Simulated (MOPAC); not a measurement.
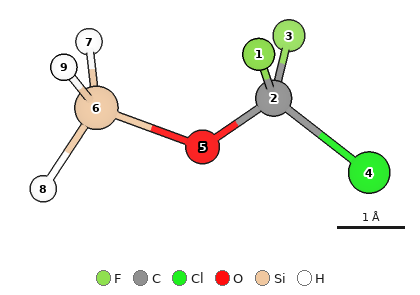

Fig. 1: The structure as given in the input (ball-and-stick view, seen at a tilt; atoms are numbered from 1 in the order of the input). Bond lengths as drawn: C–Cl 1.83 Å, C–F 1.35 Å, C–O 1.35 Å, H–Si 1.50 Å and O–Si 1.71 Å.

CH₃ClF₂OSi: property calculation

CH₃ClF₂OSi, computed with PM3, closed shell, COSMO solvent dmso (MOPAC 23.2.5).

The geometry was optimised with PM3.

**Output**
```
MOPAC v23.2.5
PM3 CALCULATION RESULTS

 *  PM3        - The PM3 Hamiltonian to be used
 *  EPS=46.8   - USE COSMO IMPLICIT SOLVATION MODEL
 *  1SCF       - DO 1 SCF AND THEN STOP
 *  THREADS=1  - MULTI-THREADING NOT USED
 *  AUX        - OUTPUT AUXILIARY INFORMATION
 *  VECTORS    - FINAL EIGENVECTORS TO BE PRINTED
 *  BONDS      - FINAL BOND-ORDER MATRIX TO BE PRINTED
 *  MULLIK     - THE MULLIKEN ANALYSIS TO BE PERFORMED
BONDS EPS=46.8 1SCF MULLIK VECTORS PM3 AUX(PRECISION=6) THREADS=1
 CH3ClF2OSi charge 0

   ATOM   CHEMICAL          X               Y               Z
  NUMBER   SYMBOL      (ANGSTROMS)     (ANGSTROMS)     (ANGSTROMS)

     1       F         -1.03509300  *  -1.58924100  *  -0.00281500  *
     2       C         -0.62733000  *  -0.68912800  *  -0.91867300  *
     3       F          0.48840900  *  -1.20395700  *  -1.47230400  *
     4      Cl         -1.92126500  *  -0.41626700  *  -2.19084300  *
     5       O         -0.34914000  *   0.49145500  *  -0.33467900  *
     6      Si          0.70829300  *   0.71831200  *   0.99599300  *
     7       H          2.11989200  *   0.36930400  *   0.63583200  *
     8       H          0.60189500  *   2.18242600  *   1.29272200  *
     9       H          0.28410100  *  -0.07938800  *   2.19060700  *

          CARTESIAN COORDINATES

    NO.       ATOM           X           Y           Z

     1         F         -1.0351     -1.5892     -0.0028
     2         C         -0.6273     -0.6891     -0.9187
     3         F          0.4884     -1.2040     -1.4723
     4        Cl         -1.9213     -0.4163     -2.1908
     5         O         -0.3491      0.4915     -0.3347
     6        Si          0.7083      0.7183      0.9960
     7         H          2.1199      0.3693      0.6358
     8         H          0.6019      2.1824      1.2927
     9         H          0.2841     -0.0794      2.1906

           Empirical Formula: C H3 O F2 Cl Si  =     9 atoms

      MOLECULAR POINT GROUP   :   Cs

      RHF CALCULATION, NO. OF DOUBLY OCCUPIED LEVELS = 19

 -------------------------------------------------------------------------------
 BONDS EPS=46.8 1SCF MULLIK VECTORS PM3 AUX(PRECISION=6) THREADS=1
 CH3ClF2OSi charge 0

     1SCF WAS SPECIFIED, SO BFGS WAS NOT USED
     SCF FIELD WAS ACHIEVED

                              PM3 CALCULATION

          FINAL HEAT OF FORMATION =       -180.48180 KCAL/MOL =    -755.13586 KJ/MOL
          VAN DER WAALS AREA      =        141.47 SQUARE ANGSTROMS

          DIELECTRIC ENERGY       =         -0.09344 EV
          COSMO AREA              =        141.47 SQUARE ANGSTROMS
          COSMO VOLUME            =        134.92 CUBIC ANGSTROMS

          IONIZATION POTENTIAL    =         10.893736 EV
          HOMO LUMO ENERGIES (EV) =        -10.894 -0.498
          NO. OF FILLED LEVELS    =         19
          MOLECULAR WEIGHT        =        132.5694         POINT GROUP:  Cs

          MOLECULAR DIMENSIONS (Angstroms)

            Atom       Atom       Distance
            H     8   Cl     4     5.02541
            H     7    H     9     2.44602
            F     1   Cl     4     2.03621

          SCF CALCULATIONS        =          2

          WALL-CLOCK TIME         =      0.016 SECONDS
          COMPUTATION TIME        =      0.015 SECONDS

   ATOM   CHEMICAL          X               Y               Z
  NUMBER   SYMBOL      (ANGSTROMS)     (ANGSTROMS)     (ANGSTROMS)

     1       F         -1.03509300  *  -1.58924100  *  -0.00281500  *
     2       C         -0.62733000  *  -0.68912800  *  -0.91867300  *
     3       F          0.48840900  *  -1.20395700  *  -1.47230400  *
     4      Cl         -1.92126500  *  -0.41626700  *  -2.19084300  *
     5       O         -0.34914000  *   0.49145500  *  -0.33467900  *
     6      Si          0.70829300  *   0.71831200  *   0.99599300  *
     7       H          2.11989200  *   0.36930400  *   0.63583200  *
     8       H          0.60189500  *   2.18242600  *   1.29272200  *
     9       H          0.28410100  *  -0.07938800  *   2.19060700  *

                             CARTESIAN COORDINATES

   1    F       -1.035093000    -1.589241000    -0.002815000
   2    C       -0.627330000    -0.689128000    -0.918673000
   3    F        0.488409000    -1.203957000    -1.472304000
   4   Cl       -1.921265000    -0.416267000    -2.190843000
   5    O       -0.349140000     0.491455000    -0.334679000
   6   Si        0.708293000     0.718312000     0.995993000
   7    H        2.119892000     0.369304000     0.635832000
   8    H        0.601895000     2.182426000     1.292722000
   9    H        0.284101000    -0.079388000     2.190607000

           Empirical Formula: C H3 O F2 Cl Si  =     9 atoms

      MOLECULAR POINT GROUP   :   Cs

                EIGENVECTORS

   Root No.      11        12        13        14        15        16        17        18

                 3 a"      7 a'      8 a'      4 a"      9 a'     10 a'      5 a"     11 a'

               -16.150   -15.292   -14.397   -13.933   -12.789   -11.389   -11.337   -11.238

  S   F    1   -0.0368   -0.0175    0.0005    0.0436   -0.0547    0.0024    0.0215    0.0077
  Px  F    1    0.5641    0.0521    0.2746    0.1046    0.0912    0.0103   -0.0141   -0.0094
  Py  F    1   -0.2084   -0.3431    0.1211    0.2049   -0.1095   -0.0495    0.0453    0.0493
  Pz  F    1   -0.3481   -0.0522    0.2610   -0.0104    0.1657    0.0129   -0.0641   -0.0528
  S   C    2    0.0005    0.0953    0.0877    0.0104    0.1045    0.0646    0.0034   -0.0524
  Px  C    2   -0.0782   -0.0710   -0.2034   -0.0367   -0.2060    0.0057    0.0082   -0.0263
  Py  C    2   -0.0196    0.1850   -0.0447   -0.0057    0.0246    0.0833    0.0060   -0.0652
  Pz  C    2    0.0744   -0.0274   -0.2271   -0.0052   -0.2075    0.0313   -0.0072   -0.0457
  S   F    3    0.0374   -0.0119    0.0057   -0.0413   -0.0518    0.0019   -0.0225    0.0102
  Px  F    3    0.2877    0.0445    0.2081    0.1063    0.1831    0.0011    0.0770   -0.0545
  Py  F    3    0.4368   -0.3205    0.1356   -0.1479   -0.0794   -0.0457   -0.0364    0.0394
  Pz  F    3   -0.4753   -0.0107    0.3399   -0.1023    0.0774   -0.0050    0.0066    0.0035
  S  Cl    4   -0.0002   -0.0255   -0.0507   -0.0049   -0.0500   -0.0043   -0.0003    0.0018
  Px Cl    4   -0.0022    0.1028    0.2458    0.0368    0.3556    0.0091    0.7039   -0.0264
  Py Cl    4   -0.0010    0.0194   -0.0178   -0.0016   -0.1719    0.5975    0.1935    0.7416
  Pz Cl    4    0.0032    0.1135    0.2514    0.0188    0.3277    0.2171   -0.6666    0.1539
  S   O    5   -0.0011   -0.1005    0.0499    0.0100   -0.0865   -0.1034   -0.0052    0.0438
  Px  O    5   -0.0343    0.0028   -0.3195    0.5488    0.3480    0.1530    0.0155   -0.0589
  Py  O    5   -0.0075   -0.2851    0.4654    0.1655   -0.1561   -0.1581   -0.0087    0.1815
  Pz  O    5    0.0371   -0.0193   -0.1228   -0.5448    0.3444    0.1638    0.0042   -0.0261
  S  Si    6    0.0031    0.4681    0.0852    0.0202   -0.0475    0.0177    0.0013    0.0018
  Px Si    6    0.0048    0.1752   -0.0034    0.3252   -0.1372   -0.1596   -0.0487    0.0911
  Py Si    6    0.0035   -0.0412    0.1810    0.0855   -0.2638    0.4054    0.0100   -0.3751
  Pz Si    6   -0.0059    0.2114    0.1110   -0.2226   -0.2689   -0.1430    0.0263    0.0172
  S   H    7    0.0065    0.3446    0.0228    0.2558   -0.0609   -0.2119   -0.0561    0.1798
  S   H    8    0.0025    0.2566    0.2042    0.0279   -0.3033    0.3916    0.0192   -0.3815
  S   H    9   -0.0069    0.3542    0.0677   -0.2043   -0.0873   -0.2899    0.0303    0.1994

   Root No.      19        20        21        22        23        24        25        26

                 6 a"     12 a'     13 a'     14 a'     15 a'      7 a"     16 a'      8 a"

               -10.894    -0.498     0.499     1.181     2.100     2.229     2.635     3.100

  S   F    1   -0.0095    0.0724    0.0874   -0.0404   -0.0494   -0.0404   -0.2250    0.2072
  Px  F    1   -0.0108   -0.0157    0.0085   -0.0036   -0.0398   -0.0048   -0.1827    0.0430
  Py  F    1   -0.0419    0.0807    0.0611   -0.0161   -0.0646   -0.0551   -0.2119    0.2659
  Pz  F    1    0.0697   -0.0789   -0.1435    0.1011    0.0444    0.0515    0.2138   -0.2071
  S   C    2   -0.0046   -0.3732   -0.2722    0.1200    0.1483   -0.0145    0.3292    0.0046
  Px  C    2   -0.0223    0.2496    0.1682   -0.0752    0.1485   -0.1428    0.3896    0.5423
  Py  C    2   -0.0067   -0.1105    0.1614   -0.1797    0.0497   -0.0185   -0.3630    0.1142
  Pz  C    2    0.0272    0.2387    0.1992   -0.1096    0.1852    0.1170    0.3322   -0.5188
  S   F    3    0.0167    0.0755    0.0804   -0.0360   -0.0444    0.0571   -0.2153   -0.2182
  Px  F    3   -0.0877   -0.1039   -0.1428    0.0913    0.0479   -0.0853    0.2494    0.2846
  Py  F    3    0.0340    0.0631    0.0136    0.0143   -0.0354    0.0456   -0.0909   -0.1883
  Pz  F    3    0.0176    0.0007    0.0107    0.0015   -0.0503    0.0280   -0.2097   -0.1012
  S  Cl    4    0.0010    0.0682    0.0403   -0.0138    0.0082   -0.0003    0.0214    0.0002
  Px Cl    4    0.0492    0.4137    0.2164   -0.0765    0.0427    0.0108    0.1033   -0.0486
  Py Cl    4   -0.0101   -0.0614   -0.0786    0.0484   -0.0166    0.0023    0.0035   -0.0107
  Pz Cl    4   -0.0838    0.4123    0.2064   -0.0683    0.0383   -0.0138    0.1060    0.0488
  S   O    5    0.0034    0.1909   -0.1223    0.1767   -0.0724    0.0010   -0.0572    0.0037
  Px  O    5   -0.3948    0.0882   -0.1955    0.1365    0.0229   -0.0554   -0.1009   -0.1421
  Py  O    5   -0.0621   -0.1271    0.0450   -0.0779    0.1007   -0.0125    0.2048   -0.0401
  Pz  O    5    0.3113    0.0924   -0.2187    0.1452    0.0537    0.0422   -0.0608    0.1309
  S  Si    6   -0.0012   -0.3287    0.5930    0.2720    0.0200    0.0018    0.0282   -0.0032
  Px Si    6    0.3929    0.2218   -0.1088    0.4214   -0.1396    0.5602    0.0193    0.1339
  Py Si    6    0.0631    0.0795   -0.0729    0.1419    0.6738    0.0861   -0.2178    0.0314
  Pz Si    6   -0.3140    0.2876   -0.1400    0.5374   -0.0514   -0.4616   -0.0497   -0.1052
  S   H    7    0.4979    0.0892   -0.2556   -0.3017    0.2033   -0.4673   -0.0746   -0.0932
  S   H    8   -0.0321    0.1035   -0.2206   -0.2855   -0.5375    0.0358    0.1397    0.0013
  S   H    9   -0.4587    0.0846   -0.2645   -0.3009    0.2679    0.4305   -0.0679    0.0925

              NET ATOMIC CHARGES AND DIPOLE CONTRIBUTIONS

  ATOM NO.   TYPE          CHARGE      No. of ELECS.   s-Pop       p-Pop
    1          F          -0.147327        7.1473     1.77218     5.37515
    2          C           0.370758        3.6292     1.19533     2.43391
    3          F          -0.149297        7.1493     1.77233     5.37696
    4         Cl          -0.013307        7.0133     1.98600     5.02730
    5          O          -0.477214        6.4772     1.78673     4.69049
    6         Si           0.741811        3.2582     0.91130     2.34689
    7          H          -0.117440        1.1174     1.11744
    8          H          -0.091597        1.0916     1.09160
    9          H          -0.116386        1.1164     1.11639
 DIPOLE           X         Y         Z       TOTAL
 POINT-CHG.     1.092     1.096     1.726     2.318
 HYBRID        -0.055    -0.180    -0.129     0.228
 SUM            1.037     0.916     1.597     2.113

          ATOMIC ORBITAL ELECTRON POPULATIONS

     Atom    s        px        py        pz
    1  F   1.77218   1.92470   1.73333   1.71711
    2  C   1.19533   0.81591   0.79447   0.82353
    3  F   1.77233   1.59911   1.89328   1.88458
    4 Cl   1.98600   1.52226   1.97067   1.53437
    5  O   1.78673   1.74606   1.34166   1.60277
    6 Si   0.91130   0.76587   0.88042   0.70059
    7  H   1.11744
    8  H   1.09160
    9  H   1.11639

          BONDING CONTRIBUTION OF EACH M.O.

  0.1233  1.0350  1.4275  1.5226  1.3711  0.7344  0.1430  0.1942  0.6956  0.1393
  0.2079  1.4958  0.9265  0.7784  1.5663  1.0697  0.0530  0.8002  1.4614 -1.9706
 -2.0491 -1.8305 -1.9744 -1.9606 -2.0621 -1.9755 -1.9222

            (VALENCIES)   BOND ORDERS

     1  F     (1.077)     2  C 0.938     5  O 0.051     3  F 0.040     4 Cl 0.039

     2  C     (3.841)     5  O 1.034     1  F 0.938     3  F 0.936     4 Cl 0.907     8  H 0.013     6 Si 0.011

     3  F     (1.075)     2  C 0.936     5  O 0.051     1  F 0.040     4 Cl 0.039

     4 Cl     (1.042)     2  C 0.907     3  F 0.039     1  F 0.039     6 Si 0.030     5  O 0.027

     5  O     (1.988)     2  C 1.034     6 Si 0.793     3  F 0.051     1  F 0.051     4 Cl 0.027     7  H 0.015
                          9  H 0.015

     6 Si     (3.757)     8  H 0.974     9  H 0.967     7  H 0.967     5  O 0.793     4 Cl 0.030     2  C 0.011

     7  H     (0.986)     6 Si 0.967     5  O 0.015

     8  H     (0.992)     6 Si 0.974     2  C 0.013

     9  H     (0.986)     6 Si 0.967     5  O 0.015

           MULLIKEN POPULATION ANALYSIS

        MULLIKEN POPULATIONS AND CHARGES

      NO.  ATOM   POPULATION      CHARGE
        1    F     7.155264     -0.155264
        2    C     3.615738      0.384262
        3    F     7.157164     -0.157164
        4   Cl     7.021765     -0.021765
        5    O     6.503517     -0.503517
        6   Si     3.108938      0.891062
        7    H     1.156910     -0.156910
        8    H     1.125125     -0.125125
        9    H     1.155581     -0.155581

 *                    *
 * JOB ENDED NORMALLY *
 *                    *

 TOTAL JOB TIME:             0.02 SECONDS

 == MOPAC DONE ==
```

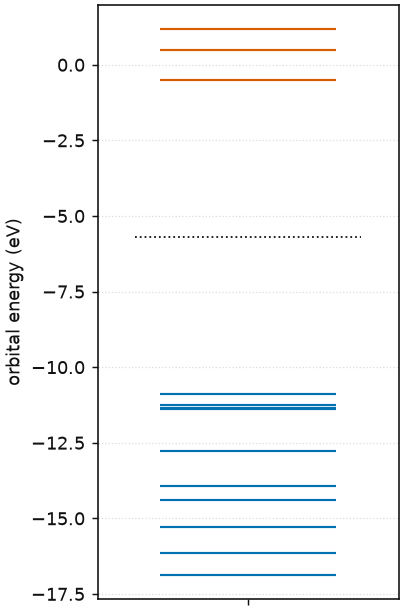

Fig. 2: Orbital energies near the frontier; the dotted line parts filled from empty levels, and levels within 0.02 eV of each other stand side by side. Highest filled −10.89 eV, lowest empty −0.50 eV, 10.39 eV apart.

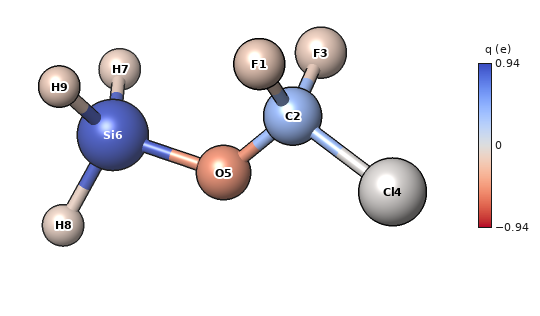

Fig. 3: Mulliken charges, as the colour of each atom (ball-and-stick view, seen at a tilt; atoms are numbered from 1 in the order of the input). By element: F −0.16, C +0.38, Cl −0.02, O −0.50, Si +0.89 and H −0.16 to −0.13 e.

The run was set up as follows.

**The input (mol.mop)**
```
BONDS EPS=46.8 1SCF MULLIK VECTORS PM3 AUX(PRECISION=6) THREADS=1
CH3ClF2OSi charge 0

F -1.035093 1 -1.589241 1 -0.002815 1
C -0.627330 1 -0.689128 1 -0.918673 1
F 0.488409 1 -1.203957 1 -1.472304 1
Cl -1.921265 1 -0.416267 1 -2.190843 1
O -0.349140 1 0.491455 1 -0.334679 1
Si 0.708293 1 0.718312 1 0.995993 1
H 2.119892 1 0.369304 1 0.635832 1
H 0.601895 1 2.182426 1 1.292722 1
H 0.284101 1 -0.079388 1 2.190607 1
```

Launched with:
```bash
mopac mol.mop
```

**Summary**

- outcome: converged
- heat of formation: −180.48 kcal/mol
- basis functions: 27
- HOMO: −10.89 eV
- LUMO: −0.50 eV
- dipole moment: 2.11 D
- hardware: 1 thread of Arm Neoverse N1, 54 GiB of memory available, shared host
- peak memory: 0.12 GiB

**Remarks**

MOPAC's energies along a path are heats of formation.
